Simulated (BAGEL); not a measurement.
**CH5BO (BH2(OMe)): RI-MP2/aug-cc-pVDZ (density fitting with qzvpp-jkfit)**

Aim: the energy change on altering one bond length of CH5BO (BH2(OMe)) at RI-MP2/aug-cc-pVDZ (density fitting with qzvpp-jkfit), from 2 runs. 

The results are computed with BAGEL 1.2.2.

2 further runs of the same task are left out: 1 that didn't finish, 1 set aside as unsound or not needed. Runs told in other sessions of the task aren't counted.

### Step 1. The system as given

CH5BO: 8 atoms, total charge 0, spin state singlet. SMILES: `[H]B([H])OC`. The coordinates come from a GFN2-xTB relaxation.

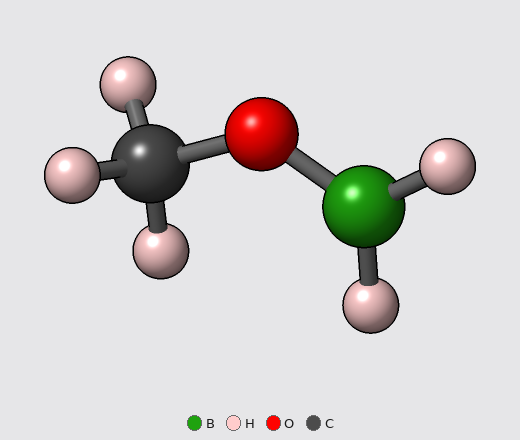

Viewed from a chosen angle; boron green, hydrogen pink, oxygen red, carbon dark grey.

### Step 2. A single-point energy at RI-MP2/aug-cc-pVDZ (density fitting with qzvpp-jkfit)

calc.json reads:

```json
{ "bagel": [

{
  "title": "molecule",
  "basis": "aug-cc-pvdz.json",
  "df_basis": "qzvpp-jkfit",
  "angstrom": "true",
  "geometry": [
    { "atom": "B", "xyz": [       0.435610,       1.006270,       0.790700 ] },
    { "atom": "H", "xyz": [       1.569280,       0.771350,       0.549830 ] },
    { "atom": "H", "xyz": [       0.117450,       1.877720,       1.507100 ] },
    { "atom": "O", "xyz": [      -0.559180,       0.310420,       0.270760 ] },
    { "atom": "C", "xyz": [      -0.408730,      -0.775400,      -0.606980 ] },
    { "atom": "H", "xyz": [      -1.004290,      -0.584470,      -1.502650 ] },
    { "atom": "H", "xyz": [      -0.786680,      -1.677140,      -0.118600 ] },
    { "atom": "H", "xyz": [       0.636530,      -0.928750,      -0.890170 ] }
  ]
},

{ "title": "hf" },

{ "title": "mp2", "ncore": 3 }

]}
```

The basis set aug-cc-pVDZ is read from a file made from the Basis Set Exchange's data (not shown).

On the command line:

```console
$ BAGEL_NUM_THREADS=1 BAGEL calc.json > calc.out
```

Output:

```text
* using 1 threads per process

  ===============================================================
  ===============================================================

  *** Geometry ***

  { "atom" : "B", "xyz" : [      0.823184,      1.901575,      1.494206 ] },
  { "atom" : "H", "xyz" : [      2.965509,      1.457640,      1.039028 ] },
  { "atom" : "H", "xyz" : [      0.221948,      3.548377,      2.848006 ] },
  { "atom" : "O", "xyz" : [     -1.056697,      0.586609,      0.511662 ] },
  { "atom" : "C", "xyz" : [     -0.772388,     -1.465294,     -1.147026 ] },
  { "atom" : "H", "xyz" : [     -1.897833,     -1.104488,     -2.839597 ] },
  { "atom" : "H", "xyz" : [     -1.486610,     -3.169335,     -0.224122 ] },
  { "atom" : "H", "xyz" : [      1.202867,     -1.755083,     -1.682178 ] },

  Number of auxiliary basis functions:      317

  Since a DF basis is specified, we compute 2- and 3-index integrals:
    o Being stored without compression. Storage requirement is 0.033 GB

  Number of basis functions:      114
  Number of electrons      :       24

    * METHOD: MOLECULE                             0.14

  *** RHF ***

  === Nuclear Repulsion ===
    70.9004861548

      * DIIS with orbital gradients will be used.

  === RHF iteration (aug-cc-pvdz.json) ===
      0       -140.08175185          0.02106273           0.03
      1       -140.26444035          0.01424415           0.03
      2       -140.35726212          0.00196291           0.03
      3       -140.35975482          0.00074440           0.03
      4       -140.36004199          0.00011120           0.03
      5       -140.36004936          0.00003236           0.03
      6       -140.36004999          0.00000988           0.03
      7       -140.36005008          0.00000178           0.03
      8       -140.36005008          0.00000065           0.03
      9       -140.36005008          0.00000031           0.03
     10       -140.36005008          0.00000007           0.03
     11       -140.36005008          0.00000002           0.03
     12       -140.36005008          0.00000001           0.03
    * SCF iteration converged.

    * Permanent dipole moment:
           (   -0.151384,     0.487082,     0.395172) a.u.

    * METHOD: HF                                   0.53

  *** RHF ***

  === Nuclear Repulsion ===
    70.9004861548

      * DIIS with orbital gradients will be used.

  === RHF iteration (aug-cc-pvdz.json) ===
      0       -140.36005008          0.00000000           0.03
    * SCF iteration converged.

    * Permanent dipole moment:
           (   -0.151384,     0.487082,     0.395171) a.u.

  === DF-MP2 calculation ===

    * freezing 3 orbitals
    * 3-index integral transformation done
    * assembly done

      MP2 correlation energy:   -0.4354941772      0.03

      MP2 total energy:       -140.7955442601

    * METHOD: MP2                                  0.11

  ===============================================================
```

Wall time 0.91 s (1 thread of Arm Neoverse V1, shared host); peak memory 0.1 GiB.

### Step 3. The distorted shape, same level

input.json reads:

```json
{ "bagel": [

{
  "title": "molecule",
  "basis": "aug-cc-pvdz.json",
  "df_basis": "qzvpp-jkfit",
  "angstrom": "true",
  "geometry": [
    { "atom": "B", "xyz": [    0.413048,    1.169105,    0.922330 ] },
    { "atom": "H", "xyz": [    1.546718,    0.934185,    0.681460 ] },
    { "atom": "H", "xyz": [    0.094888,    2.040555,    1.638730 ] },
    { "atom": "O", "xyz": [   -0.581742,    0.473255,    0.402390 ] },
    { "atom": "C", "xyz": [   -0.408730,   -0.775400,   -0.606980 ] },
    { "atom": "H", "xyz": [   -1.004290,   -0.584470,   -1.502650 ] },
    { "atom": "H", "xyz": [   -0.786680,   -1.677140,   -0.118600 ] },
    { "atom": "H", "xyz": [    0.636530,   -0.928750,   -0.890170 ] }
  ]
},
{
  "title": "hf"
},
{
  "title": "mp2",
  "ncore": 3
}

]}
```

The basis set aug-cc-pVDZ is read from a file made from the Basis Set Exchange's data (not shown).

On the command line:

```console
$ BAGEL_NUM_THREADS=1 BAGEL input.json > input.out
```

Output:

```text
* using 1 threads per process

  ===============================================================
  ===============================================================

  *** Geometry ***

  { "atom" : "B", "xyz" : [      0.780548,      2.209288,      1.742951 ] },
  { "atom" : "H", "xyz" : [      2.922873,      1.765354,      1.287773 ] },
  { "atom" : "H", "xyz" : [      0.179312,      3.856090,      3.096751 ] },
  { "atom" : "O", "xyz" : [     -1.099333,      0.894322,      0.760407 ] },
  { "atom" : "C", "xyz" : [     -0.772388,     -1.465294,     -1.147026 ] },
  { "atom" : "H", "xyz" : [     -1.897833,     -1.104488,     -2.839597 ] },
  { "atom" : "H", "xyz" : [     -1.486610,     -3.169335,     -0.224122 ] },
  { "atom" : "H", "xyz" : [      1.202867,     -1.755083,     -1.682178 ] },

  Number of auxiliary basis functions:      317

  Since a DF basis is specified, we compute 2- and 3-index integrals:
    o Being stored without compression. Storage requirement is 0.033 GB

  Number of basis functions:      114
  Number of electrons      :       24

    * METHOD: MOLECULE                             0.13

  *** RHF ***

  === Nuclear Repulsion ===
    67.2329814395

      * DIIS with orbital gradients will be used.

  === RHF iteration (aug-cc-pvdz.json) ===
      0       -140.06918053          0.02037189           0.03
      1       -140.23070865          0.01472437           0.03
      2       -140.33532144          0.00212482           0.03
      3       -140.33830049          0.00080997           0.03
      4       -140.33865000          0.00011859           0.03
      5       -140.33866020          0.00004256           0.03
      6       -140.33866167          0.00001529           0.03
      7       -140.33866206          0.00000414           0.03
      8       -140.33866209          0.00000129           0.03
      9       -140.33866209          0.00000049           0.03
     10       -140.33866209          0.00000014           0.03
     11       -140.33866209          0.00000005           0.03
     12       -140.33866209          0.00000001           0.03
     13       -140.33866209          0.00000000           0.03
    * SCF iteration converged.

    * Permanent dipole moment:
           (   -0.152664,     0.762392,     0.616049) a.u.

    * METHOD: HF                                   0.57

  *** RHF ***

  === Nuclear Repulsion ===
    67.2329814395

      * DIIS with orbital gradients will be used.

  === RHF iteration (aug-cc-pvdz.json) ===
      0       -140.33866209          0.00000000           0.03
    * SCF iteration converged.

    * Permanent dipole moment:
           (   -0.152664,     0.762392,     0.616048) a.u.

  === DF-MP2 calculation ===

    * freezing 3 orbitals
    * 3-index integral transformation done
    * assembly done

      MP2 correlation energy:   -0.4429752203      0.03

      MP2 total energy:       -140.7816373092

    * METHOD: MP2                                  0.11

  ===============================================================
```

It took 0.95 s on 1 thread of Arm Neoverse V1, shared host; peak memory 0.1 GiB.

### Step 4. Results

At RI-MP2/aug-cc-pVDZ (density fitting with qzvpp-jkfit), 3 core orbitals frozen:

| quantity | value |
| --- | --- |
| first shape: total energy | -140.79554 Eh |
| first shape: correlation energy (3 core orbitals frozen) | -435.5 mEh |
| distorted shape: total energy | -140.78164 Eh |
| distorted shape: correlation energy (3 core orbitals frozen) | -443.0 mEh |
| energy change with the O4–C5 bond stretched from 1.404 to 1.615 Å | 0.378 eV |

What this shows: With the O4–C5 bond stretched from 1.404 to 1.615 Å the energy rises by 0.38 eV (36.5 kJ/mol). The first shape isn't relaxed at this level, so the change isn't measured from a minimum.
